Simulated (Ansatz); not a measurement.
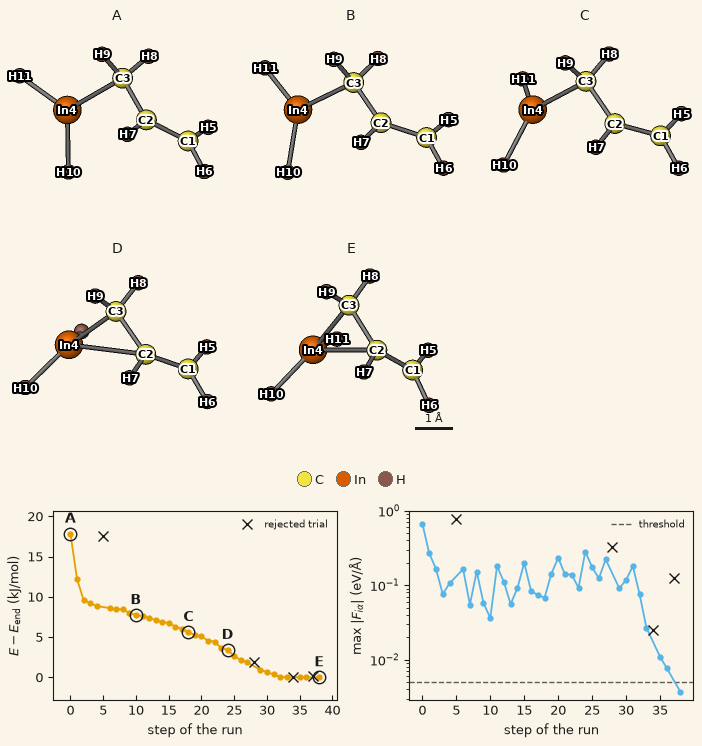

Frames of a relaxation of C3H7In, marked on the history of the run. The picture is a ball-and-stick view, seen at a tilt.

The start comes from GFN2-xTB.

Computed with RKS PBE0-D4/def2-TZVP in Ansatz.

Input file:
```yaml
crystal:
  periodic: [false, false, false]
  atoms:
    - {symbol: C, position_ang: [-0.384010, 1.783610, 0.490460]}
    - {symbol: C, position_ang: [0.103780, 0.613120, 0.887770]}
    - {symbol: C, position_ang: [-0.463960, -0.691830, 0.520450]}
    - {symbol: In, position_ang: [0.620460, -1.395300, -1.343540]}
    - {symbol: H, position_ang: [-1.275410, 1.844240, -0.117070]}
    - {symbol: H, position_ang: [0.064000, 2.716830, 0.786370]}
    - {symbol: H, position_ang: [0.996520, 0.589430, 1.506790]}
    - {symbol: H, position_ang: [-1.522130, -0.630270, 0.261410]}
    - {symbol: H, position_ang: [-0.309180, -1.458080, 1.282020]}
    - {symbol: H, position_ang: [1.581760, -0.315930, -2.325360]}
    - {symbol: H, position_ang: [0.588170, -3.055810, -1.949320]}
basis:
  gaussian: {orbitals: def2-TZVP}
hamiltonian: {xc: pbe0, dispersion: d4}
relax: {f_tol: 0.005, max_steps: 150}
```

Run as
```bash
ansatz run in.yaml --threads 4 --pin off --events-out ev --progress --plain --max-ram 10444MiB
```

> Describe the path.

The atom that moves furthest after the best rigid fit is H11 (2.48 Å). By element the largest moves are H 2.48 Å, C 0.54 Å, In 0.41 Å. Some distances before and after: C1–In4 3.805 → 2.964 Å, C2–In4 3.046 → 2.544 Å, C3–In4 2.268 → 2.207 Å, In4–H11 1.768 → 1.716 Å. Bond angles that change, for instance: C2–C3–In4 107.2° → 85.1°, H10–In4–H11 113.4° → 128.2°, C3–In4–H11 124.3° → 112.8°. Groups turn about C3–In4 by about 90°. The energy falls by 17.8 kJ/mol in 34 accepted moves (38 points after the start). Largest force component: 0.67 eV/Å at the start, 0.0037 eV/Å at the end. The line search rejected the trial steps at points 5, 28, 34, 37 of the run. Cost: 110 s on 4 threads of Arm Neoverse V1 (shared host). From step 0 to 10: H10 moves most (0.53 Å), energy −10.1 kJ/mol. From step 10 to 18: H11 moves most (0.86 Å), energy −2.11 kJ/mol. From step 18 to 24: H11 moves most (0.85 Å), energy −2.22 kJ/mol. From step 24 to 38: H11 moves most (0.63 Å), energy −3.39 kJ/mol.

```csv
step,"E − E(0), kJ/mol","largest force component, eV/Å",note
0,0.00,0.6725,
1,-5.62,0.2694,
2,-8.22,0.1661,
3,-8.62,0.0764,
4,-9.00,0.1057,
5,-0.26,0.7669,rejected
6,-9.23,0.1646,
7,-9.37,0.0550,
8,-9.41,0.1529,
9,-9.84,0.0581,
10,-10.12,0.0363,
11,-10.22,0.1806,
13,-10.71,0.0558,
14,-11.03,0.0915,
16,-11.55,0.0846,
17,-11.80,0.0737,
19,-12.58,0.1424,
20,-12.76,0.2336,
22,-13.40,0.1388,
23,-14.19,0.0920,
25,-15.21,0.1752,
26,-15.70,0.1233,
28,-15.95,0.3246,rejected
29,-16.91,0.0912,
31,-17.47,0.1809,
32,-17.77,0.0756,
34,-17.83,0.0248,rejected
35,-17.84,0.0110,
37,-17.69,0.1259,rejected
38,-17.85,0.0037,
```
